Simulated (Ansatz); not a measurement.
Geometry relaxation of La4ClO6 (part 5 of 5)

La4ClO6 (slab, 22 atoms in the cell); DFT LDA, scalar-relativistic, plane waves, PAW, PAW set soft_1, no spin polarisation (Ansatz 0.2.0); cutoff 420 eV, 2×2×1 k-mesh, Gaussian smearing of 0.02 eV. The structure derives from an entry of the Crystallography Open Database. The input holds or restrains some coordinates. Forces given for the steps count only the free coordinates. It belongs to a series of runs on one base structure; here: end point A relaxed.

Geometry of the input (Å; fractional positions):
```
7.8600  0.0000  0.0000
-3.9300  6.8070  0.0000
0.0000  0.0000  16.5900
La 0.1667  0.3333  0.1525
La 0.3333  0.1667  0.3370
O  0.1250  0.1250  0.0603
O  0.3750  0.0000  0.0603
O  -0.0000  0.3750  0.0603
La 0.1667  0.8333  0.1525
La 0.3333  0.6667  0.3370
O  0.1250  0.6250  0.0603
O  0.3750  0.5000  0.0603
O  -0.0000  0.8750  0.0603
La 0.6667  0.3333  0.1525
La 0.8333  0.1667  0.3370
O  0.6250  0.1250  0.0603
O  0.8750  0.0000  0.0603
O  0.5000  0.3750  0.0603
La 0.6667  0.8333  0.1525
La 0.8333  0.6667  0.3370
O  0.6250  0.6250  0.0603
O  0.8750  0.5000  0.0603
O  0.5000  0.8750  0.0603
Cl 0.1694  0.3390  0.6022
Cl 0.3194  0.1951  0.6052
```

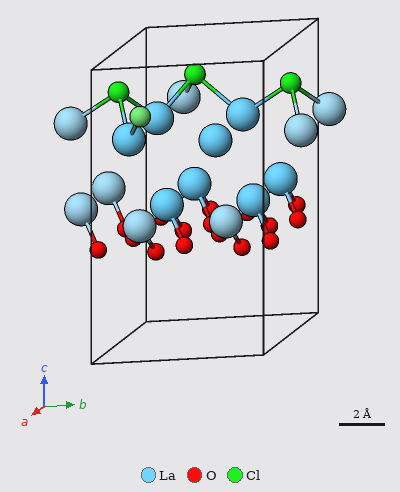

Fig. 1: The geometry at step 27 of the log (ball-and-stick view of the cell of the calculation, with the vacuum cut short, seen slightly off an axis; neighbours outside the cell are drawn fainter).

### Key numbers

- outcome: converged under the restraints of the input
- electrons treated: 174
- free energy: −57333.0047 eV
- Fermi energy: 1.880 eV
- final volume: 887.61 Å³
- largest force (length of the vector) at the end, held atoms and coordinates included: 1.889 eV/Å
- hardware: 2 threads of Arm Neoverse V2, 24 GiB of memory available, shared host
- wall time: 5.6 min (CPU time 11 min)
- peak memory: 1.6 GiB

### Remarks

Warnings of the run: the PAW datasets were made with another functional; the exchange-correlation potential is rough where the density is thin.
